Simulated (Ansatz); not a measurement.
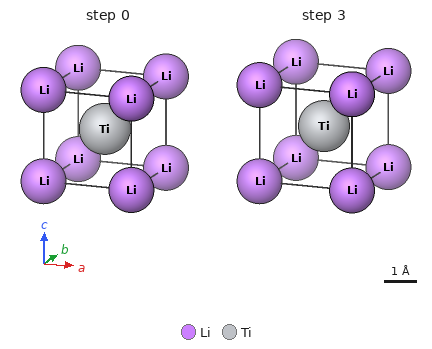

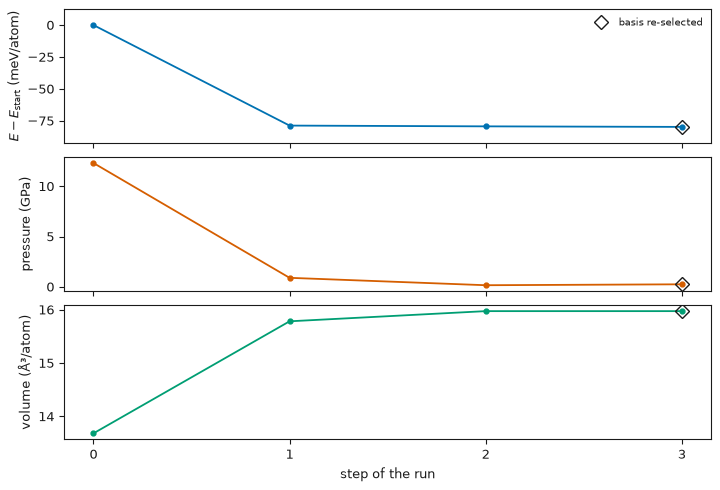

First and last geometry of a relaxation of a crystal of LiTi (built on the caesium chloride_221 type) (coarse preliminary run), with the history of the run. A spheres-only model of the cell of the calculation, seen slightly off an axis.

Case: caesium chloride type (Pm-3m, No. 221).

Method: DFT PBE, scalar-relativistic, plane waves, PAW (Ansatz). Settings: plane-wave cutoff 420 eV; k-point mesh 6 × 6 × 6; occupations gaussian; smearing width 0.1 eV; no spin polarisation; cell and atoms relaxed; force threshold 0.04 eV/Å; at most 70 steps.

What do the curves and the structures tell?

Answer. It converged. The energy falls by 79.8 meV per atom in 2 accepted moves (3 points after the start). All forces vanish by symmetry, so only the cell relaxes. Pressure: 12.31 GPa at the start and 0.24 GPa at the end. At 1 point the geometry stayed and the basis and grid were re-selected for the new cell (energy shift of 0.4 meV per atom at most each time). No atom moves by more than 0.005 Å relative to the cell. The drawn cell changes as follows: a = b = c 3.013 → 3.173 Å (+5.3 %); the volume changes by +16.7 %. Some distances before and after: Ti–Ti 3.013 → 3.173 Å, Li–Ti 2.610 → 2.748 Å. The space group stays Pm-3m (No. 221). The run took 3.2 s on 1 thread of Arm Neoverse V1, on a shared host, peak memory 0.28 GiB.

```
step  E − E(0), meV/atom  pressure, GPa  volume, Å³/atom                      note
   0                0.00          12.31           13.682                          
   1              -78.76           0.89           15.782                          
   2              -79.36           0.15           15.972                          
   3              -79.79           0.24           15.972  same geometry, new basis
```
